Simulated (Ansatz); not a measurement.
# F3Si: the cost of one run

Program: Ansatz 0.2.0. Level of theory: the levels named in each step. These are calculated values, not measurements.

### Step 1. The system as given

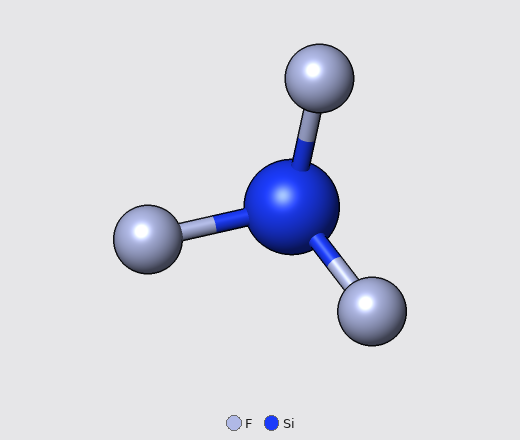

The starting structure, seen from a chosen angle (fluorine light blue, silicon blue).

As a file:

```xyz
4

F     1.4499   -0.0260   -0.2248
Si    0.0030    0.0025    0.4356
F    -0.7058    1.2682   -0.2170
F    -0.7486   -1.2459   -0.2022
```

### Step 2. A rough first relaxation, PBE-D4/def2-SVP

This run stands in another session on the same molecule. It ended at:

```xyz
4

F     1.5156   -0.0270   -0.2087
Si    0.0027    0.0022    0.3860
F    -0.7375    1.3255   -0.2006
F    -0.7822   -1.3019   -0.1851
```

### Step 3. Relaxation, HF/STO-3G

The input, input.yaml:

```yaml
crystal:
  periodic: [false, false, false]
  atoms:
    - { symbol: F, position_ang: [1.51557827, -0.02698749, -0.20865082] }
    - { symbol: Si, position_ang: [0.00272308, 0.00224468, 0.38599524] }
    - { symbol: F, position_ang: [-0.73752965, 1.32553925, -0.20061125] }
    - { symbol: F, position_ang: [-0.78221171, -1.30194644, -0.18510317] }
magnetization:
  spin_polarized: true
  initial_magnetization: 1
basis:
  gaussian: { orbitals: STO-3G }
hamiltonian:
  xc: hf
relax:
  f_tol: 0.002
  max_steps: 150
```

On the command line:

```console
$ ansatz run input.yaml --threads 2 --pin off --max-ram 5120MiB --backend cpu --events-out ev --progress --plain --runs-dir out
```

What time and memory should one allow on 2 threads of Intel Xeon at 2.50GHz (Skylake/Cascade Lake), shared host?

About 9.6 s, with a peak of 0.088 GiB.
